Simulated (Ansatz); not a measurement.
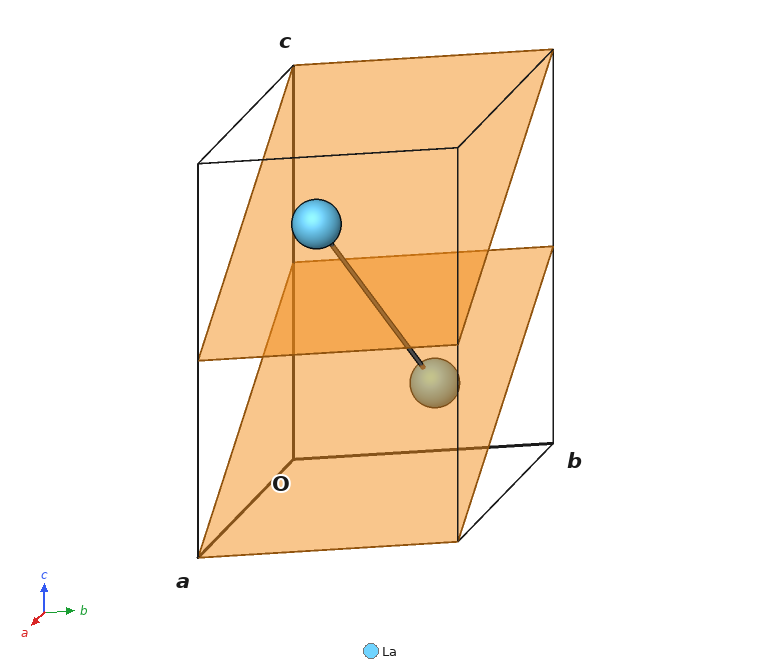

For La, the end point of a relaxation with Ansatz, DFT, r2SCAN, plane waves (500 eV) with PAW, scalar-relativistic; the starting structure was generated, so it need not be a known form of this composition: every member of one family of equally spaced planes, hx + ky + lz = a whole number, that cuts the unit cell is shaded (one member passes through the origin O, touching the cell only at an edge or corner). Geometry calculated from the standardised cell; symmetry tolerance 0.002 Å.

a = 3.806 Å, b = 3.806 Å, c = 6.230 Å, α = 90.00°, β = 90.00°, γ = 120.00°.

### Which (hkl) family is drawn?

(1 0 2), in four indices (1 0 −1 2); the opposite sign names the same planes. The member next to the origin meets the axes a at 1, b never, c at 1/2.

### What is the spacing?

d = 2.264 Å.

### Which atoms of the cell lie in these planes (within 0.03 Å)?

No atom.
